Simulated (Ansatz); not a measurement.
**SiF2 (SMILES F[Si]F) at PBE/STO-3G**

What is the electronic atomisation energy of SiF2 at PBE/STO-3G? 

The calculation is run with Ansatz 0.2.0.

41 further runs of the same task are left out: 3 that didn't finish, 38 set aside as unsound or not needed.

### Step 1. The system as given

The species is SiF2 (3 atoms), meant as a singlet with charge 0. SMILES: `F[Si]F`. The shape is that of a PBE0-D4/def2-TZVP optimisation.

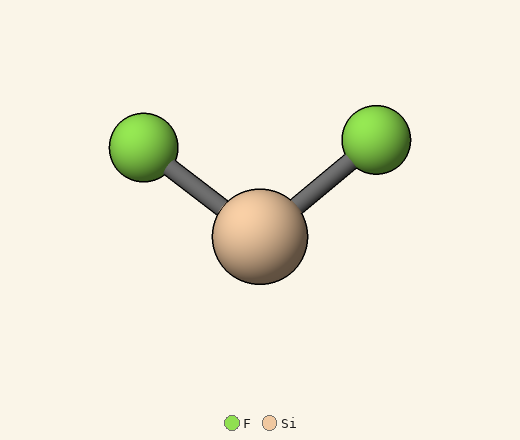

The structure, seen from a chosen angle (fluorine green, silicon light orange).

### Step 2. The energy at PBE/STO-3G

job.yaml reads:

```yaml
crystal:
  periodic: [false, false, false]
  atoms:
    - {symbol: F, position_ang: [0.166300, 1.246800, 0.229400]}
    - {symbol: Si, position_ang: [-0.594900, -0.046400, -0.330100]}
    - {symbol: F, position_ang: [0.428600, -1.200400, 0.100700]}
basis:
  gaussian:
    orbitals: STO-3G
hamiltonian:
  xc: pbe
accuracy: high
```

Command:

```bash
$ ansatz run job.yaml --threads 1 --pin off --max-ram 2610MiB --events-out events.jsonl --progress --plain --runs-dir runs
```

Output:

```text
Warning: RAYON_NUM_THREADS=1 ignored (pool sized by the plan → 1); use --threads N
Functional definition: PBE
  name "PBE"
  parameter kappa = 0.804
  parameter beta = 0.06672455060314922
  exchange = pbe_x(kappa = kappa, mu = beta*pi^2/3)
  correlation = pbe_c(beta = beta)
337 factors; integrals over basis functions are off by at most 2.4e-8 eV
mean field evaluation 1: about -13130.4801 eV, gradient 1.6e1 eV
mean field evaluation 2: about -13126.6490 eV, gradient 3.9e1 eV
mean field evaluation 4: about -13131.6026 eV, gradient 2.9e-1 eV
mean field evaluation 8: about -13131.5918 eV, gradient 2.6e-3 eV
mean field evaluation 16: about -13131.5918 eV, gradient 4.4e-9 eV
mean field -13131.59182446 eV, -482.5770986364 hartree, gradient 5.2e-9 eV, S^2 0.000000; 0 other end points of the search recorded, 0 dependent functions left out
reference -13131.59182571 eV, -482.5770986823 hartree; 16, 16 occupied and 3, 3 virtual orbitals, 337 factors
Total energy: -13131.59182571 eV, -482.5770986823 hartree
```

Wall time 0.85 s (1 thread of Arm Neoverse V1, shared host).

### Step 3. The F atom

molecule.yaml reads:

```yaml
crystal:
  periodic: [false, false, false]
  atoms:
    - {symbol: F, position_ang: [0.000000, 0.000000, 0.000000]}
basis:
  gaussian:
    orbitals: STO-3G
total_charge: 0
magnetization:
  spin_polarized: true
  initial_magnetization: 1
hamiltonian:
  xc: {name: PBE}
accuracy: high
```

Run the same way, it converges to -98.16855 Eh (log not shown).

### Step 4. The Si atom, same level

in.yaml reads:

```yaml
crystal:
  periodic: [false, false, false]
  atoms:
    - symbol: Si
      position_ang: [0.000000, 0.000000, 0.000000]
basis:
  gaussian:
    orbitals: STO-3G
total_charge: 0
magnetization:
  spin_polarized: true
  initial_magnetization: 2
hamiltonian:
  xc: {name: PBE}
accuracy: high
```

Run the same way, it converges to -285.77131 Eh (log not shown).

### Step 5. What came out

At PBE/STO-3G:

| quantity | value |
| --- | --- |
| molecule: total energy | -482.57710 Eh |
| F atom: total energy | -98.16855 Eh |
| F atom: ⟨S²⟩ | 0.750 |
| Si atom: total energy | -285.77131 Eh |
| Si atom: ⟨S²⟩ | 2.000 |
| electronic atomisation energy | 12.754 eV |

Taking the molecule apart into free atoms costs 12.75 eV (294 kcal/mol), before zero-point energy and without spin-orbit coupling. In a minimal basis such a difference can be off by several eV, whatever the method.
